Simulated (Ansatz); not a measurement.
BaZrO3: response to strain

Start from BaZrO3 in the cubic perovskite structure (space group Pm-3m, No. 221; a = 4.227 Å).

Strains are applied to the cell and any free atomic positions relax.

Calculations: Ansatz (an electronic-structure program), PBE, PAW, cutoff 420 eV, scalar-relativistic without spin-orbit coupling.

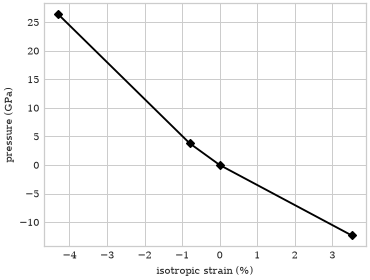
Figure. Pressure against isotropic strain

| isotropic strain (%) | pressure |
|---|---|
| -4.3 | 26.37 GPa |
| -0.8 | 3.80 GPa |
| 3.52 | -12.34 GPa |

No phonon test of stability was made.
